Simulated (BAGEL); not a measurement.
# HF/3-21G (density fitting with qzvpp-jkfit) run of C2H6Si (vinylsilane)

What is the energy change on altering one bond length of C2H6Si (vinylsilane) at HF/3-21G (density fitting with qzvpp-jkfit)? 

The results are computed with BAGEL 1.2.2.

**1. The system as given**

C2H6Si: 9 atoms, total charge 0, spin state singlet. As SMILES, `C=C[SiH3]`. The coordinates come from a PBE0-D4/def2-TZVP relaxation.

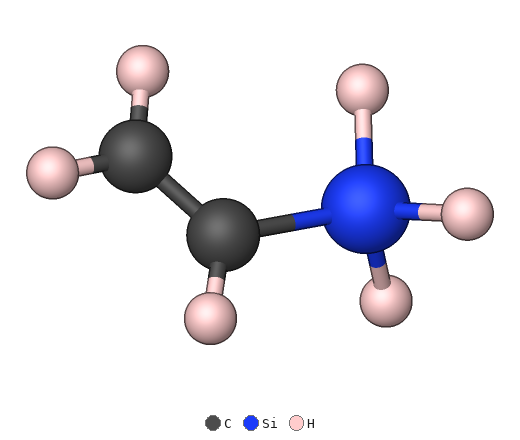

Viewed from a chosen angle; carbon dark grey, silicon blue, hydrogen pink.

**2. A single-point energy at HF/3-21G (density fitting with qzvpp-jkfit)**

Input file input.json:

```json
{ "bagel": [

{
  "title": "molecule",
  "basis": "3-21g",
  "df_basis": "qzvpp-jkfit",
  "angstrom": true,
  "geometry": [
    { "atom": "C", "xyz": [      -0.713700,       0.870200,      -1.048300 ] },
    { "atom": "C", "xyz": [      -0.071300,       0.712500,       0.105600 ] },
    { "atom": "Si", "xyz": [       0.560600,      -0.932000,       0.700100 ] },
    { "atom": "H", "xyz": [      -0.905700,       0.033000,      -1.713900 ] },
    { "atom": "H", "xyz": [      -1.076700,       1.838600,      -1.381500 ] },
    { "atom": "H", "xyz": [       0.089400,       1.592000,       0.727600 ] },
    { "atom": "H", "xyz": [       2.035800,      -0.893900,       0.893800 ] },
    { "atom": "H", "xyz": [       0.223400,      -1.972400,      -0.307300 ] },
    { "atom": "H", "xyz": [      -0.053200,      -1.294300,       2.006700 ] }
  ]
},

{ "title": "hf" },

{ "title": "print", "file": "orbitals.molden", "orbitals": true }

]}
```

On the command line:

```sh
BAGEL_NUM_THREADS=1 BAGEL input.json > input.out
```

The program printed:

```text
* using 1 threads per process

  ===============================================================
  ===============================================================

  *** Geometry ***

  { "atom" : "C", "xyz" : [     -1.348698,      1.644440,     -1.981000 ] },
  { "atom" : "C", "xyz" : [     -0.134737,      1.346430,      0.199555 ] },
  { "atom" : "Si", "xyz" : [      1.059380,     -1.761225,      1.322997 ] },
  { "atom" : "H", "xyz" : [     -1.711525,      0.062361,     -3.238802 ] },
  { "atom" : "H", "xyz" : [     -2.034668,      3.474450,     -2.610657 ] },
  { "atom" : "H", "xyz" : [      0.168942,      3.008444,      1.374965 ] },
  { "atom" : "H", "xyz" : [      3.847104,     -1.689226,      1.689037 ] },
  { "atom" : "H", "xyz" : [      0.422165,     -3.727296,     -0.580713 ] },
  { "atom" : "H", "xyz" : [     -0.100533,     -2.445873,      3.792113 ] },

  Number of auxiliary basis functions:      386

  Since a DF basis is specified, we compute 2- and 3-index integrals:
    o Being stored without compression. Storage requirement is 0.006 GB

  Number of basis functions:       43
  Number of electrons      :       32

    * METHOD: MOLECULE                             0.11

  *** RHF ***

  === Nuclear Repulsion ===
    98.3219083629

      * DIIS with orbital gradients will be used.

  === RHF iteration (3-21g) ===
      0       -366.10199815          0.01629986           0.02
      1       -366.14819312          0.00441196           0.02
      2       -366.15226831          0.00146745           0.02
      3       -366.15267495          0.00010210           0.02
      4       -366.15267892          0.00005047           0.02
      5       -366.15267938          0.00001086           0.02
      6       -366.15267944          0.00000454           0.02
      7       -366.15267945          0.00000112           0.02
      8       -366.15267945          0.00000025           0.02
      9       -366.15267945          0.00000007           0.02
     10       -366.15267945          0.00000002           0.02
     11       -366.15267945          0.00000001           0.02
    * SCF iteration converged.

    * Permanent dipole moment:
           (    0.132935,    -0.248766,     0.160362) a.u.

    * METHOD: HF                                   0.30

    * METHOD: PRINT                                0.01

  ===============================================================
```

Wall time 0.55 s (1 thread of Arm Neoverse V1, shared host); peak memory 0.085 GiB.

**3. The distorted shape, same level**

Input file calc.json:

```json
{ "bagel" : [

{
  "title" : "molecule",
  "basis" : "3-21g",
  "df_basis" : "qzvpp-jkfit",
  "angstrom" : true,
  "geometry" : [
    { "atom" : "C", "xyz" : [   -0.612545,    1.182305,   -0.746095 ] },
    { "atom" : "C", "xyz" : [    0.029855,    1.024605,    0.407805 ] },
    { "atom" : "Si", "xyz" : [    0.661755,   -0.619895,    1.002305 ] },
    { "atom" : "H", "xyz" : [   -0.804545,    0.345105,   -1.411695 ] },
    { "atom" : "H", "xyz" : [   -0.975545,    2.150705,   -1.079295 ] },
    { "atom" : "H", "xyz" : [    0.190555,    1.904105,    1.029805 ] },
    { "atom" : "H", "xyz" : [    2.136955,   -0.581795,    1.196005 ] },
    { "atom" : "H", "xyz" : [    0.223400,   -1.972400,   -0.307300 ] },
    { "atom" : "H", "xyz" : [    0.047955,   -0.982195,    2.308905 ] }
  ]
},
{ "title" : "hf" },
{ "title" : "print", "file" : "orbitals.molden", "orbitals" : true }

]}
```

On the command line:

```sh
BAGEL_NUM_THREADS=1 BAGEL calc.json > calc.out
```

The program printed:

```text
* using 1 threads per process

  ===============================================================
  ===============================================================

  *** Geometry ***

  { "atom" : "C", "xyz" : [     -1.157542,      2.234233,     -1.409915 ] },
  { "atom" : "C", "xyz" : [      0.056418,      1.936223,      0.770640 ] },
  { "atom" : "Si", "xyz" : [      1.250536,     -1.171432,      1.894082 ] },
  { "atom" : "H", "xyz" : [     -1.520370,      0.652154,     -2.667717 ] },
  { "atom" : "H", "xyz" : [     -1.843513,      4.064243,     -2.039572 ] },
  { "atom" : "H", "xyz" : [      0.360097,      3.598237,      1.946049 ] },
  { "atom" : "H", "xyz" : [      4.038260,     -1.099433,      2.260122 ] },
  { "atom" : "H", "xyz" : [      0.422165,     -3.727296,     -0.580713 ] },
  { "atom" : "H", "xyz" : [      0.090622,     -1.856080,      4.363198 ] },

  Number of auxiliary basis functions:      386

  Since a DF basis is specified, we compute 2- and 3-index integrals:
    o Being stored without compression. Storage requirement is 0.006 GB

  Number of basis functions:       43
  Number of electrons      :       32

    * METHOD: MOLECULE                             0.12

  *** RHF ***

  === Nuclear Repulsion ===
    96.8907086306

      * DIIS with orbital gradients will be used.

  === RHF iteration (3-21g) ===
      0       -366.06446270          0.01612652           0.03
      1       -366.11098137          0.00444788           0.02
      2       -366.11512785          0.00145772           0.02
      3       -366.11554417          0.00011986           0.02
      4       -366.11554917          0.00003893           0.02
      5       -366.11554974          0.00001973           0.03
      6       -366.11554987          0.00000663           0.03
      7       -366.11554990          0.00000174           0.03
      8       -366.11554990          0.00000024           0.03
      9       -366.11554990          0.00000007           0.03
     10       -366.11554990          0.00000002           0.02
     11       -366.11554990          0.00000000           0.03
    * SCF iteration converged.

    * Permanent dipole moment:
           (    0.095537,    -0.487878,     0.004262) a.u.

    * METHOD: HF                                   0.38

    * METHOD: PRINT                                0.01

  ===============================================================
```

Run time: 0.67 s. Hardware: 1 thread of Arm Neoverse V1, shared host; peak memory 0.085 GiB.

**4. Results**

At HF/3-21G (density fitting with qzvpp-jkfit):

| quantity | value |
| --- | --- |
| first shape: total energy | -366.15268 Eh |
| first shape: dipole moment | 0.82 D |
| first shape: HOMO energy | -10.34 eV |
| first shape: LUMO energy | 4.00 eV |
| first shape: HOMO–LUMO gap | 14.34 eV |
| distorted shape: total energy | -366.11555 Eh |
| distorted shape: dipole moment | 1.26 D |
| distorted shape: HOMO energy | -10.48 eV |
| distorted shape: LUMO energy | 3.84 eV |
| distorted shape: HOMO–LUMO gap | 14.31 eV |
| energy change with the Si3–H8 bond stretched from 1.487 to 1.933 Å | 1.010 eV |

What this shows: With the Si3–H8 bond stretched from 1.487 to 1.933 Å the energy rises by 1.01 eV (97 kJ/mol). The first shape isn't relaxed at this level, so the change isn't measured from a minimum.
